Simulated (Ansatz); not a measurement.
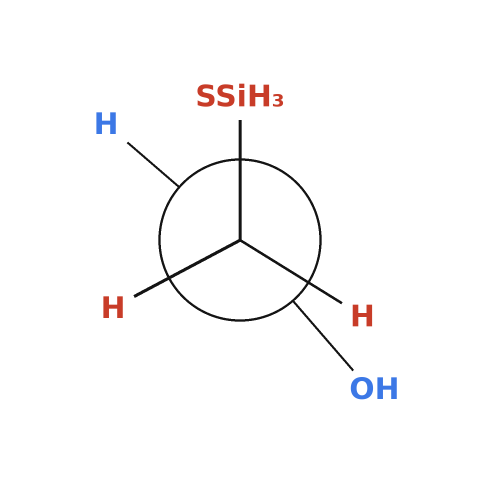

A Newman projection along the C–B bond, carbon in front; angles are drawn as computed, but eclipsed bonds slightly apart. The computed structure is the end point of a PBE0-D4/def2-TZVP optimisation. No frequency run is at hand to confirm it as a minimum.

> Which molecule is it?

CH7BOSSi, OBCS[SiH3]

> What is the torsion angle from the front SSiH3 to the back OH? The sign is positive where the front bond must turn clockwise to cover the back bond.

132°, anticlinal.
